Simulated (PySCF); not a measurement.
C5H9NO2 (SMILES COC/C=N\C(C)=O)

Input

```
{"job": {"kind": "nmr", "xc": "PBE0", "basis": "pcSseg-1"}, "charge": 0, "multiplicity": 1}
C     -1.901171     0.817996     0.358798
O     -1.046602     0.153862    -0.549162
C     -0.930281    -1.226750    -0.343989
C      0.183756    -1.622600     0.594656
N      1.016794    -0.852820     1.112029
C      1.192267     0.500539     1.072970
C      2.182205     0.924473     0.009501
O      0.727024     1.243633     1.904986
H     -1.956381     1.848361     0.015046
H     -1.506941     0.804197     1.379290
H     -2.903121     0.373769     0.346769
H     -1.874001    -1.664947     0.014185
H     -0.703216    -1.672055    -1.321981
H      0.274475    -2.687227     0.794597
H      2.442845     1.967635     0.160271
H      3.074072     0.305318     0.059618
H      1.721278     0.798645    -0.968032
```

Command:

```sh
OMP_NUM_THREADS=1 python probes_run.py task.json out
```

Geometry: GFN2-xTB.

These are results of PySCF, PBE0/pcSseg-1, SCF density, gas phase, non-relativistic, not measurements.

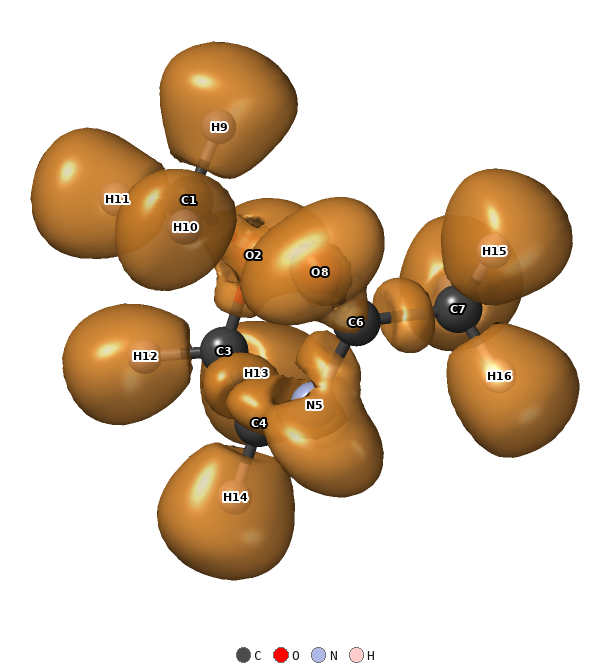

Figure 1. Isosurface of the ELF at 0.75 (orange), seen at a tilt. Only the valence region is drawn (cores and ρ < 0.01 e/Å³ removed).

Describe the localisation domains.

The surface consists of two regions between bonded C–C atoms (shared pairs), nine regions around hydrogen nuclei, one region on N in which the atom's valence shell and bonds are merged and two regions on O in which the atom's valence shell and bonds are merged.


C–O (1.21 Å): the ELF peaks at about 0.85 between the atoms: a short, multiple covalent bond. C–N (1.25 Å): the ELF peaks at about 0.90 between the atoms; a multiple bond.

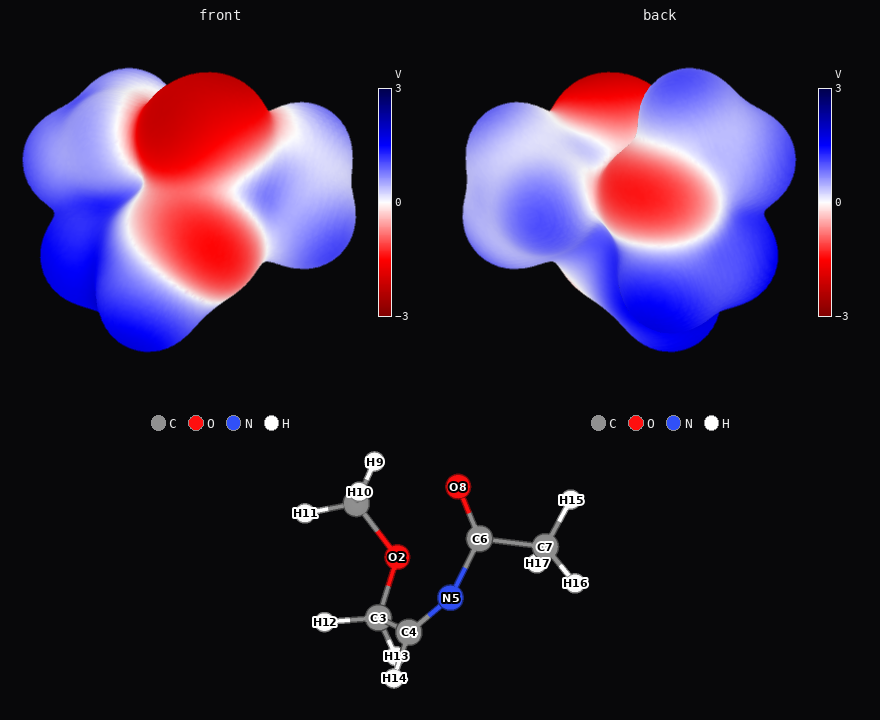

Figure 2. The molecular electrostatic potential painted on the density surface at 0.004 e/bohr³, seen from the front and from behind; red is negative and blue positive. The bare structure is drawn below in the same view.

Describe the electrostatic potential map.

The most negative region (about −2.2 V) lies over O8, the most positive (about +1.9 V) over C3 and C4. O8 is the likeliest acceptor of a hydrogen bond.

What dipole moment does the calculation give?

Its dipole moment is 3.81 D.
